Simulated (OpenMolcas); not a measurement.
# Nb³⁺ among point charges: CASSCF and CASPT2 levels and susceptibility

Aim: the splitting of the states of Nb³⁺ in the field of 6 point charges, its lowest levels with spin-orbit coupling and its magnetic susceptibility.

Program: OpenMolcas 26.06. Level of theory: state-averaged CASSCF and CASPT2, spin-orbit coupling by RASSI with atomic mean-field integrals. These are calculated values, not measurements, unless marked.

## (1) The atom as given

* Species: Nb³⁺ (niobium, Z = 41, 38 electrons)
* Basis: ANO-RCC-VDZP [6s5p3d1f], 43 functions
* Scalar Hamiltonian: DKH2, point nucleus
* Inactive shells: 1s 2s 2p 3s 3p 3d 4s 4p
* Active space: 2 electrons in 5 orbitals (4d)
* Some configurations of this space: 4d2
* Orbitals: optimised for each spin and parity, averaged over all roots

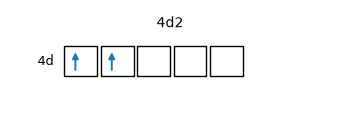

The shells outside the core, filled by Hund's rule for the drawing.

The ion sits among 6 point charges of -1.36 e arranged as an octahedron (Oh), 2.08 Å from the ion.

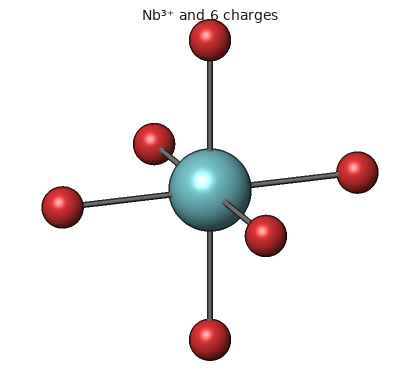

The ion and the point charges (red).

The work runs as a chain of OpenMolcas steps in one folder; each step below is one input file. Labels, J, g values, rates, χT and fits are worked out afterwards by a script from the matrices that RASSI stores. The input lists half of the charges; inversion (Group=XYZ) makes the rest.

## (2) GATEWAY and SEWARD: basis and integrals

The input, a.inp:

```
&GATEWAY
Coord
1

Nb 0.0 0.0 0.0
Basis=ANO-RCC-VDZP
Group=XYZ
NoMove
AngMom=0.0 0.0 0.0
AMFI
XField
3 Angstrom 0
2.080000 0.000000 0.000000 -1.360000
0.000000 2.080000 0.000000 -1.360000
0.000000 0.000000 2.080000 -1.360000
&SEWARD
```

The run is started by

```
$ OMP_NUM_THREADS=1 MOLCAS_MEM=1689 MOLCAS_PROJECT=a pymolcas a.inp > a.log
```

Log:

```text
Basis set label: NB.ANO-RCC...6S5P3D1F.

      Electronic valence basis set:
      ------------------
      Associated Effective Charge  41.000000 au
      Associated Actual Charge     41.000000 au
      Nuclear Model: Point charge

      Shell  nPrim  nBasis  Cartesian Spherical Contaminant
         s      21       6        X
         p      18       5        X
         d      13       3                 X
         f       6       1                 X
                  Relativistic Douglas-Kroll-Hess integrals:
                    - DKH order of Hamiltonian: 2
                    - DKH order of Properties : 0
                  Atomic mean-field integrals
```

## (3) CASSCF: triplets of even parity, 10 roots

The input, a.inp:

```
&RASSCF
FileOrb=start.orb
Symmetry=1
Spin=3
nActEl=2 0 0
Inactive=9 9
Ras2=5 0
CIRoot=10 10 1
SDav=10
CIMx=300
Iter=120 100
PrWF=0.3
OrbListing=Nothing
MaxOrb=0
>>> COPY $Project.JobIph JOB001
```

start.orb holds the contracted functions of the basis, ordered by shell, or the orbitals of the step before.

Log, shortened:

```text
[...]
      Number of active orbitals                  5
[...]
      Spin quantum number                      1.0
[...]
      Active orbitals                            5   0
[...]
      Number of CSFs                            10
      Number of root(s) required                10
[...]
      Convergence after 10 iterations
[...]
      Natural orbitals and occupation numbers for root  1
      sym 1:   0.053107   0.946893  -0.000000   0.946893   0.053107
      Natural orbitals and occupation numbers for root  2
      sym 1:   0.949373   0.949373   0.050627   0.050627   0.000000
      Natural orbitals and occupation numbers for root  3
      sym 1:   0.949368   0.050632   0.050632   0.949368  -0.000000
::    RASSCF root number  1 Total energy:  -3821.47415947
::    RASSCF root number  2 Total energy:  -3821.47415947
::    RASSCF root number  3 Total energy:  -3821.47415947
[...]
::    RASSCF root number  7 Total energy:  -3821.38528294
::    RASSCF root number  8 Total energy:  -3821.38528294
::    RASSCF root number  9 Total energy:  -3821.38528294
::    RASSCF root number 10 Total energy:  -3821.38088077
```

## (4) CASSCF: singlets of even parity, 15 roots

The input, a.inp:

```
&RASSCF
FileOrb=start.orb
Symmetry=1
Spin=1
nActEl=2 0 0
Inactive=9 9
Ras2=5 0
CIRoot=15 15 1
SDav=15
CIMx=300
Iter=120 100
PrWF=0.3
OrbListing=Nothing
MaxOrb=0
>>> COPY $Project.JobIph JOB002
```

The run is started by

```
$ OMP_NUM_THREADS=1 MOLCAS_MEM=1689 MOLCAS_PROJECT=a pymolcas a.inp > a.log
```

Log, shortened:

```text
[...]
      Number of active orbitals                  5
[...]
      Spin quantum number                      0.0
[...]
      Active orbitals                            5   0
[...]
      Number of CSFs                            15
      Number of root(s) required                15
[...]
      Convergence after  7 iterations
[...]
      Natural orbitals and occupation numbers for root  1
      sym 1:   0.843634   1.058533   0.000026   0.073549   0.024258
      Natural orbitals and occupation numbers for root  2
      sym 1:   0.783756   0.017625   0.093898   1.104659   0.000063
      Natural orbitals and occupation numbers for root  3
      sym 1:   0.021836   1.077014   0.082223   0.818889   0.000037
::    RASSCF root number  1 Total energy:  -3821.42675498
::    RASSCF root number  2 Total energy:  -3821.42675498
::    RASSCF root number  3 Total energy:  -3821.42675498
[...]
::    RASSCF root number 12 Total energy:  -3821.36347544
::    RASSCF root number 13 Total energy:  -3821.32235192
::    RASSCF root number 14 Total energy:  -3821.32235192
::    RASSCF root number 15 Total energy:  -3821.24544693
```

## (5) State interaction with spin-orbit coupling

The input, a.inp:

```
&RASSI
NrOfJobIphs=2 10 15
1 2 3 4 5 6 7 8 9 10
1 2 3 4 5 6 7 8 9 10 11 12 13 14 15
IphNames
JOB001
JOB002
EJob
SpinOrbit
DIPRint=1.0
SOCoupling=1000.0
Subsets=2
Property=9
'ANGMOM' 1 'ANGMOM' 2 'ANGMOM' 3 'MLTPL  1' 1 'MLTPL  1' 2 'MLTPL  1' 3
'AMFI' 1 'AMFI' 2 'AMFI' 3
SOProperty=3
'ANGMOM' 1 'ANGMOM' 2 'ANGMOM' 3
```

Log, shortened:

```text
SPIN-FREE ENERGIES:
  (Shifted by EMIN (a.u.) =      -3821.4741594738)
 SF State       Relative EMIN(au)   Rel lowest level(eV)    D:o, cm**(-1)      L_eff
     1             0.0000000000        0.0000000000              0.0000         2.9
     2             0.0000000000        0.0000000000              0.0000         2.9
     3             0.0000000000        0.0000000000              0.0000         2.9
     4             0.0433098490        1.1785210303           9505.4132         3.0
     5             0.0433098490        1.1785210303           9505.4132         3.0
     6             0.0433098490        1.1785210303           9505.4132         3.0
    11             0.0474044902        1.2899418934          10404.0830         2.8
    12             0.0474044902        1.2899418934          10404.0830         2.8
    13             0.0474044902        1.2899418934          10404.0830         2.8
    14             0.0486539181        1.3239405586          10678.3007         3.0
[...]
Eigenvalues of complex Hamiltonian:
   -----------------------------------
  (Shifted by EMIN (a.u.) =      -3821.4741594738)
 SO State       Relative EMIN(au)   Rel lowest level(eV)    D:o, cm**(-1)     J-value
     1            -0.0025821653        0.0000000000              0.0000         1.9
     2            -0.0025821653        0.0000000000              0.0000         2.2
     3            -0.0022596928        0.0087749242             70.7745         2.0
     4            -0.0022596928        0.0087749242             70.7745         2.2
     5            -0.0022596928        0.0087749241             70.7745         2.2
     6             0.0016797950        0.1159738468            935.3922         2.3
     7             0.0016797950        0.1159738468            935.3922         3.0
     8             0.0016797950        0.1159738468            935.3922         3.0
     9             0.0036817777        0.1704505722           1374.7766         3.1
    10             0.0405896145        1.1747639736           9475.1104         2.4
    11             0.0405896145        1.1747639736           9475.1104         2.4
[...]
```

Time for these steps: 4.9 s (1 thread, shared host).

States without spin-orbit coupling:

```csv
state,degeneracy,E (cm-1),free-ion L (%)
3T1,3,0,F (95)
3T2,3,9505,F (100)
1T2,3,10404,D (65)
1E,2,10678,D (54)
3T1,3,19506,P (95)
3A2,1,20472,F (100)
1A1,1,20883,G (79)
1T2,3,21899,G (65)
1T1,3,24292,G (100)
1E,2,33318,G (54)
1A1,1,50197,S (79)
```

With spin-orbit coupling:

```json
{"E (cm-1)": "0.0", "Degeneracy": "2", "Label": "E", "2S+1": "3"}
{"E (cm-1)": "70.8", "Degeneracy": "3", "Label": "T2", "2S+1": "3"}
{"E (cm-1)": "935.4", "Degeneracy": "3", "Label": "T1", "2S+1": "3"}
{"E (cm-1)": "1375", "Degeneracy": "1", "Label": "A1", "2S+1": "3"}
{"E (cm-1)": "9475", "Degeneracy": "3", "Label": "T2", "2S+1": "3"}
{"E (cm-1)": "9775", "Degeneracy": "1", "Label": "A2", "2S+1": "3"}
{"E (cm-1)": "10248", "Degeneracy": "3", "Label": "T1", "2S+1": "3"}
{"E (cm-1)": "10298", "Degeneracy": "2", "Label": "E", "2S+1": "3"}
{"E (cm-1)": "11204", "Degeneracy": "2", "Label": "E", "2S+1": "1"}
{"E (cm-1)": "11356", "Degeneracy": "3", "Label": "T2", "2S+1": "1"}
{"E (cm-1)": "19344", "Degeneracy": "1", "Label": "A1", "2S+1": "3"}
{"E (cm-1)": "19804", "Degeneracy": "3", "Label": "T1", "2S+1": "3"}
{"E (cm-1)": "20295", "Degeneracy": "3", "Label": "T2", "2S+1": "3"}
{"E (cm-1)": "20397", "Degeneracy": "2", "Label": "E", "2S+1": "3"}
{"E (cm-1)": "20914", "Degeneracy": "3", "Label": "T2", "2S+1": "3"}
{"E (cm-1)": "21604", "Degeneracy": "1", "Label": "A1", "2S+1": "1"}
{"E (cm-1)": "22779", "Degeneracy": "3", "Label": "T2", "2S+1": "1"}
{"E (cm-1)": "24881", "Degeneracy": "3", "Label": "T1", "2S+1": "1"}
{"E (cm-1)": "33943", "Degeneracy": "2", "Label": "E", "2S+1": "1"}
{"E (cm-1)": "50827", "Degeneracy": "1", "Label": "A1", "2S+1": "1"}
```

Powder χT (cm³ K/mol): 0.00 at 2 K, 0.01 at 5 K, 0.01 at 10 K, 0.03 at 20 K, 0.08 at 50 K, 0.14 at 100 K, 0.20 at 150 K, 0.26 at 200 K, 0.31 at 250 K, 0.37 at 300 K.

A ligand-field fit to the states below 45000 cm-1 gives 10Dq = 11155 cm-1, B = 730 cm-1 and C = 2923 cm-1 (C/B = 4.00), with a deviation of 218 cm-1.

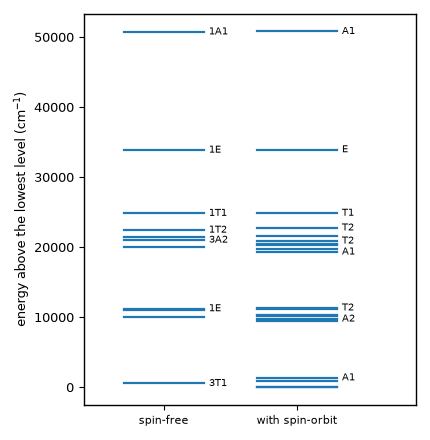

The states in the field without (left) and with (right) spin-orbit coupling.

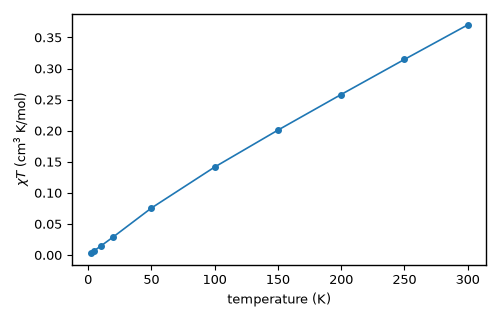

χT against temperature.

## (6) CASPT2: IPEA 0.25, imaginary shift 0.1 (closed shells correlated: 4s 4p)

The input, a.inp:

```
>>> COPY JOB001 $Project.JobIph
&CASPT2
Multistate=10 1 2 3 4 5 6 7 8 9 10
NoMult
Frozen=8 6
IPEA=0.25
Imaginary=0.1
MaxIter=60
WThr=0.0 0.3 0.05
PrWF=0.5
NoMix
>>> COPY JOB002 $Project.JobIph
&CASPT2
Multistate=15 1 2 3 4 5 6 7 8 9 10 11 12 13 14 15
NoMult
Frozen=8 6
IPEA=0.25
Imaginary=0.1
MaxIter=60
WThr=0.0 0.3 0.05
PrWF=0.5
NoMix
```

Log, shortened:

```text
[...]
      Active orbitals                            5   0
[...]
      E2 (Variational):          -0.1728571834
      Total energy:           -3821.6470166573
[...]
::    CASPT2 Root  1     Total energy:  -3821.64701666
::    CASPT2 Root  2     Total energy:  -3821.64663189
[...]
::    CASPT2 Root 12     Total energy:  -3821.54143348
::    CASPT2 Root 13     Total energy:  -3821.49956306
::    CASPT2 Root 14     Total energy:  -3821.49956866
::    CASPT2 Root 15     Total energy:  -3821.44023141
```

This run: 1.5 s of run time, 1 thread, shared host.

SS-CASPT2: lowest energy less the reference's lowest, -0.1726 hartree; reference weights 0.944 to 0.960.

Spin-free states, with their symmetry labels:

```csv
state,degeneracy,E (cm-1),free-ion L (%)
3T1,3,0,F (95)
1T2,3,8569,D (65)
1E,2,9148,D (54)
3T2,3,9866,F (100)
1A1,1,17938,G (79)
3T1,3,18147,P (95)
1T2,3,20524,G (65)
3A2,1,21381,F (100)
1T1,3,23120,G (100)
1E,2,32305,G (54)
1A1,1,45328,S (79)
```

With spin-orbit coupling:

```
E (cm-1)  Degeneracy  Label  2S+1
       0           2      E     3
      69           3     T2     3
     940           3     T1     3
    1370           1     A1     3
    8730           3     T2     1
    9680           2      E     1
   10140           1     A2     3
   10610           3     T1     3
   10640           3     T2     3
   10660           2      E     3
   17750           1     A1     3
   18450           3     T1     3
   18890           1     A1     1
   18950           3     T2     3
   19040           2      E     3
   20870           3     T2     1
   22340           3     T2     3
   23710           3     T1     1
   32930           2      E     1
   45970           1     A1     1
```

Powder χT (cm³ K/mol): 0.00 at 2 K, 0.01 at 5 K, 0.01 at 10 K, 0.03 at 20 K, 0.08 at 50 K, 0.14 at 100 K, 0.20 at 150 K, 0.26 at 200 K, 0.31 at 250 K, 0.37 at 300 K.

A ligand-field fit to the states below 45000 cm-1 gives 10Dq = 11623 cm-1, B = 615 cm-1 and C = 2574 cm-1 (C/B = 4.19), with a deviation of 322 cm-1.

## (7) The methods side by side

A. CASSCF
B. SS-CASPT2, IPEA 0.25, imaginary shift 0.1 (closed shells correlated: 4s 4p)

| method | ground state | first state of that spin (cm-1) | first gap with spin-orbit (cm-1) | χT at 300 K |
| --- | --- | --- | --- | --- |
| A | 3T1 | 3T2 9505 | 70.8 | 0.37 |
| B | 3T1 | 3T2 9866 | 69.1 | 0.37 |

## (8) What came out

| quantity | value |
| --- | --- |
| method | SS-CASPT2, IPEA 0.25, imaginary shift 0.1 (closed shells correlated: 4s 4p) |
| spin-free ground state | 3T1, 3-fold in its orbital part |
| first state of the same spin within the active space | 3T2 at 9870 cm⁻¹ |
| lowest level | 2-fold E, g = 0.00, 0.00, 0.00 |
| next level | 69.1 cm⁻¹ |
| χT at 300 K | 0.37 cm³ K/mol |
| effective moment at 300 K | 1.72 μB |

Cost by method:

```csv
method,time of its own steps,time with the reference
A. CASSCF,4.9 s,4.9 s
"B. SS-CASPT2, IPEA 0.25, imaginary shift 0.1, +4s 4p",1.5 s,6.4 s
```

Times are of one thread on a shared host.

The spin-free ground state (3T1) comes to 95 % from free-ion F terms and keeps the highest spin of the shell. χT at 300 K is 0.37, against 1.00 cm³ K/mol for the spin alone, so spin-orbit coupling lowers it. A ligand-field fit to the states below 45000 cm-1 gives 10Dq = 11623 cm-1, B = 615 cm-1 and C = 2574 cm-1 (C/B = 4.19), with a deviation of 322 cm-1. CASPT2 does not keep the components of a term degenerate, and the means are used. The field of point charges can differ much from that of real complexes. Point charges carry no covalency, so the field is a model and not that of real ligands.
